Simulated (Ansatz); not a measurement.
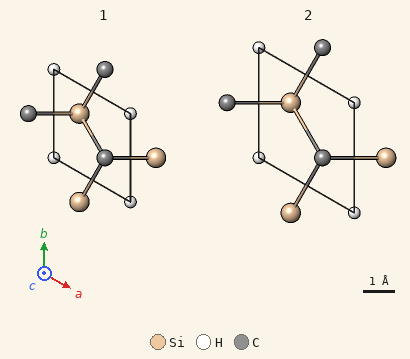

Two geometries of crystalline SiHC (a generated structure, set up in P-6m2) (coarse preliminary run), drawn at one scale. One is the start of a relaxation, the other its converged end. A ball-and-stick model of the cell of the calculation, seen along the c axis.

These are results of DFT PBE, scalar-relativistic, plane waves, PAW (Ansatz), not measurements. Settings: plane-wave cutoff 420 eV; k-point mesh 6 × 6 × 6; occupations gaussian; smearing width 0.1 eV; no spin polarisation; cell and atoms relaxed; force threshold 0.04 eV/Å; at most 70 steps.

> Which geometry has the lower energy?

Structure 1 is the relaxed one. After 7 accepted moves (9 points after the start) the energy has fallen by 726 meV per atom. All forces vanish by symmetry, so only the cell relaxes. The pressure goes from −25.84 to 0.03 GPa. The SCF was repeated twice at an unchanged geometry on a basis and grid sized afresh for the cell, which shifted the energy by 1.7 meV per atom at most. The atoms keep their places relative to the cell (all moves are under 0.005 Å). The drawn cell changes as follows: a = b 3.644 → 2.923 Å (−19.8 %), c 3.191 → 2.812 Å (−11.9 %); the volume changes by −43.3 %. Near-neighbour distances that change, for instance: Si–Si 3.644 → 2.923 Å, C–Si 2.640 → 2.196 Å, Si–Si 3.191 → 2.812 Å. The space group stays P-6m2 (No. 187).
